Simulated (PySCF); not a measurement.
```xyz
21

C    -1.8679    0.7332    1.5590
B    -1.3012   -0.5339    0.8278
C    -0.4720   -0.3828   -0.4800
Si    0.2610    1.2789   -0.9921
S     1.4255    2.1624    0.5946
Si    2.5406    0.5167    1.3899
C    -0.9609   -1.2300   -1.6530
C     0.3007   -1.5976   -0.9769
H    -2.5656    0.5170    2.3640
H    -2.3542    1.4177    0.8651
H    -1.0427    1.3018    1.9900
H    -1.5011   -1.6124    1.2499
H     1.1679    1.0972   -2.1291
H    -0.7390    2.3000   -1.2812
H     3.3870    1.1462    2.3881
H     1.6076   -0.4465    1.9643
H     3.3143   -0.0975    0.3158
H    -1.8319   -1.8487   -1.4942
H    -0.9177   -0.7933   -2.6399
H     1.2314   -1.4338   -1.5018
H     0.3092   -2.4775   -0.3505
```

Geometry: GFN2-xTB.

These are results of PBE0/pcSseg-1, SCF density, gas phase, non-relativistic in PySCF 2.14.0, not measurements.

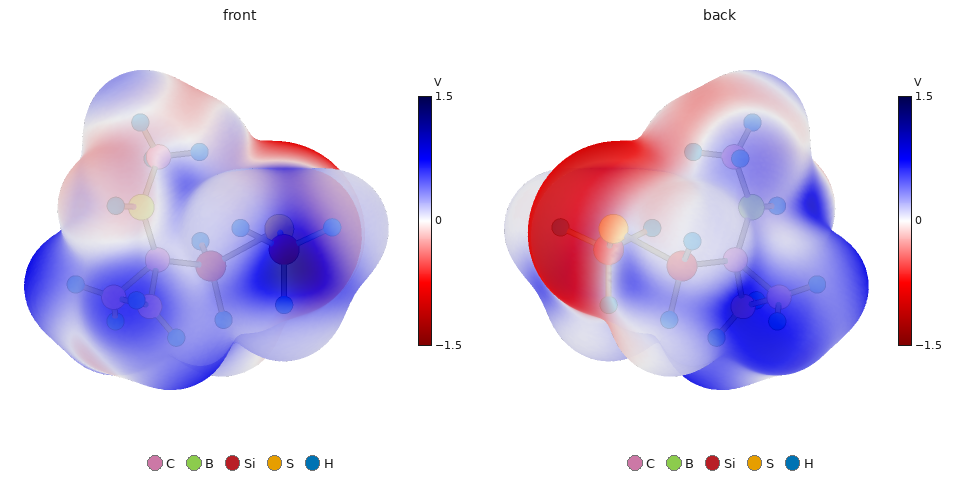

C4H13BSSi2 (SMILES CBC1([SiH2]S[SiH3])CC1). The electrostatic potential painted on the density surface at 0.001 e/bohr³, seen from the front and from behind; red is negative and blue positive.

Question: Which sites attract a positive test charge, and which a negative one?

Answer: A positive charge is drawn to the negative regions and a negative charge to the positive ones. The most negative region (about −0.9 V) lies over S5, the most positive (about +1.0 V) over Si6.
